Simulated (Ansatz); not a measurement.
```yaml
atoms:
  - { symbol: Ti, position_ang: [-0.0004, 0.0010, -0.1143] }
  - { symbol: Br, position_ang: [0.0090, -0.0186, 2.2172] }
  - { symbol: F, position_ang: [1.6142, 0.0098, -0.7076] }
  - { symbol: F, position_ang: [-0.8147, 1.4043, -0.6859] }
  - { symbol: F, position_ang: [-0.8080, -1.3965, -0.7095] }
```

Geometry: PBE0-D4/def2-SVP.

The calculation used RKS PBE0-D4/def2-TZVP (Ansatz 0.2.0).

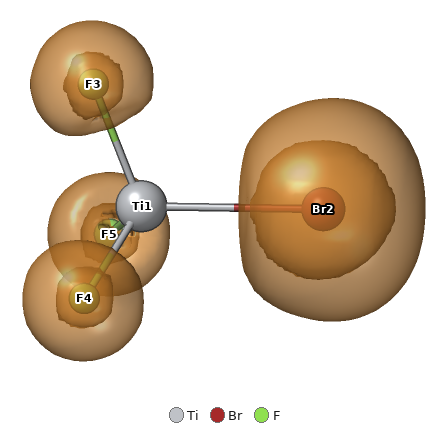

BrF3Ti. Isosurface of the ELF at 0.75 (orange), seen across its widest extent. Only the valence region is drawn (cores and ρ < 0.01 e/Å³ removed).

### Identify the bonds, lone pairs and shells in this picture.

At this value the surface marks out one region wrapped around Br (its valence shell) and three regions wrapped around F (the valence shell of each). Profiles from the grid: Ti–F (1.72 Å): the ELF peaks at about 0.80 in the valence shell of F, 0.5 Å from its nucleus, and drops to about 0.25 between the two atoms. Ti–Br (2.33 Å): the ELF peaks at about 0.75 in the valence shell of Br, 1.0 Å from its nucleus, and is about 0.55 at the midpoint.
